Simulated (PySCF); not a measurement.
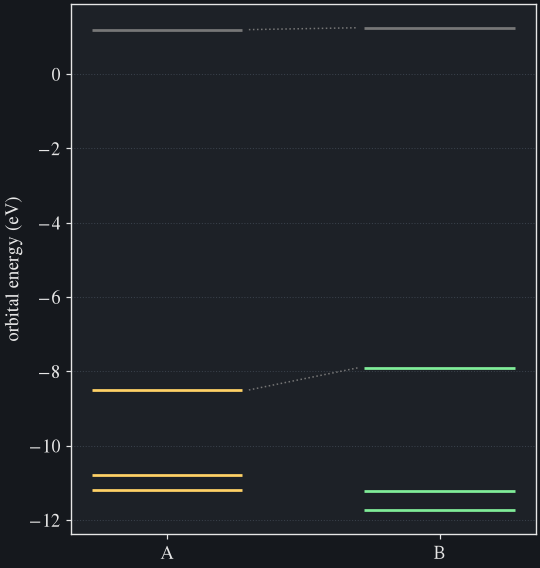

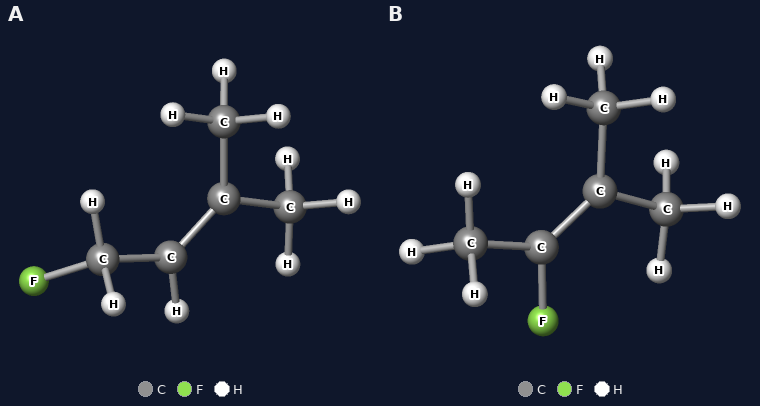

Related molecules: A is C₅H₉F, SMILES CC(C)=CCF; B is C₅H₉F, SMILES CC(C)=C(C)F. Frontier orbital energies, CAM-B3LYP/def2-SVPD, PySCF 2.14.0, at a PBE0-D3(BJ)/def2-SVP geometry (no frequency check); drawn are at most three filled levels and, in grey, the LUMO with any level within 0.03 eV of it; dotted lines join the HOMOs and the LUMOs.

What does the change do to the frontier levels?

From A to B the HOMO rises by 0.60 eV and the LUMO rises by 0.05 eV, so the separation goes from 9.70 to 9.15 eV.

Does the ΔSCF ionisation energy follow the HOMO?

A: −ε(HOMO) 8.50, ΔSCF 9.31 eV; B: −ε(HOMO) 7.91, ΔSCF 8.73 eV.

Limits of at least one run: empty levels above zero depend strongly on the basis; one conformer of a flexible molecule.
